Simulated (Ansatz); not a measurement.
The parent structure is GaN in the zinc blende structure (space group F-43m, No. 216; a = 4.4982 Å). Axes: x, y, z lie along the cube axes.

Modification: uniaxial strain ε_yy = −2.52 %, all other strain components held at zero, atoms relaxed at fixed cell.

Method: Ansatz (a program for electronic structure) r2SCAN, scalar-relativistic without spin-orbit coupling, earlier PAW set.

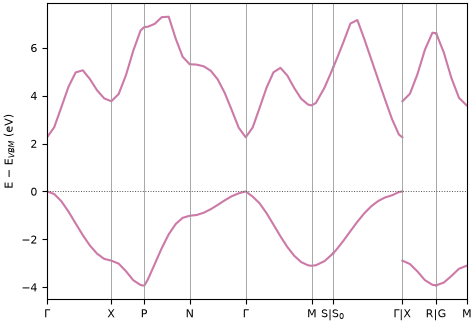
Fig. 1. Highest valence and lowest conduction band along the path of the changed cell's own zone

The gap is 2.26 eV, direct at Γ; the base has 2.17 eV.

Whether these cells are dynamically stable was not tested. This is not the structure that GaN has at room temperature and ambient pressure. Labels are those of the standard path for the cell's own space group.
